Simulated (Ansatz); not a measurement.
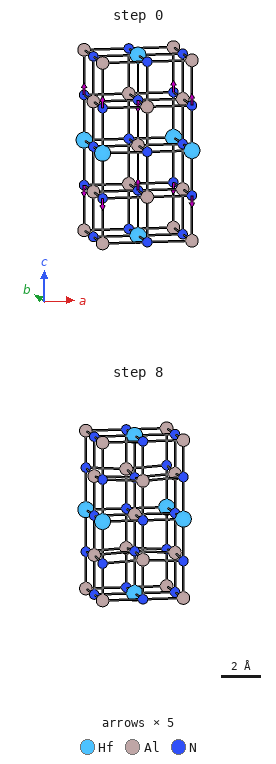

The structure of solid HfAl3N4 (a generated structure, set up in I4/mmm) (coarse preliminary run) before (top) and after (bottom) a relaxation, at one scale. The purple arrows give the displacements (the part carried along by the change of the cell is left out), magnified 5 times.

A ball-and-stick model of the conventional cell (2 times the calculation's cell), seen slightly off an axis. Lengths and directions refer to the drawn axes.

The calculation used DFT PBE, scalar-relativistic, plane waves, PAW (Ansatz 0.2.0).

Input file:
```yaml
crystal:
  lattice:
    - [-2.37843276, 2.37843276, 4.75686553]
    - [2.37843276, -2.37843276, 4.75686553]
    - [2.37843276, 2.37843276, -4.75686553]
  atoms:
    - { symbol: Hf, position: [0.5, 0.5, 0.0] }
    - { symbol: Al, position: [0.0, 0.0, 0.0] }
    - { symbol: Al, position: [0.75, 0.25, 0.5] }
    - { symbol: Al, position: [0.25, 0.75, 0.5] }
    - { symbol: "N", position: [0.75, 0.75, 0.0] }
    - { symbol: "N", position: [0.25, 0.25, 0.0] }
    - { symbol: "N", position: [0.5, 0.0, 0.5] }
    - { symbol: "N", position: [0.0, 0.5, 0.5] }
basis:
  ecutwfc: 420
kpoints:
  mp_grid: { grid: [6, 6, 6] }
hamiltonian:
  xc: pbe
scf:
  occupations: { method: gaussian, width: 0.1 }
  lower_state_search: "off"
output:
  forces: true
  stress: true
  eigenvalues: true
relax:
  adjacent_minimum: "off"
  f_tol: 0.04
  max_steps: 70
  cell: { stress_tol: 0.4 }
```

Command:
```bash
ansatz run input.yaml --threads 1 --pin off --max-ram 2560MiB --backend cpu --events-out ev --progress --plain --runs-dir out
```

> Describe what moved and what it gained.

The largest moves relative to the cell, 0.13 Å, are those of N5 and N6. N5 goes along +c. Al and Hf stay in place. Cell: a = b 4.757 → 4.302 Å (−9.6 %), c 9.514 → 8.322 Å (−12.5 %). Volume −28.5 %. Among the contacts that change: Al2–N5 2.378 → 1.947 Å, Al3–N7 2.378 → 2.080 Å, Hf1–N7 2.378 → 2.151 Å, Al2–N7 2.378 → 2.151 Å. Bond angles that change, for instance: Al3–N6–Al3 180.0° → 172.9°, N5–Al4–N5 180.0° → 172.9°, Hf1–N6–Al3 90.0° → 86.4°. The space group stays I4/mmm (No. 139). After 6 accepted moves (8 points after the start) the energy has fallen by 4.562 eV per cell of the calculation. Largest force component: 0.3 eV/Å at the start, 0.0034 eV/Å at the end. Pressure: −34.15 GPa at the start and 0.04 GPa at the end. The SCF was repeated twice at an unchanged geometry on a basis and grid sized afresh for the cell, which shifted the energy by 21.2 meV per cell of the calculation at most.
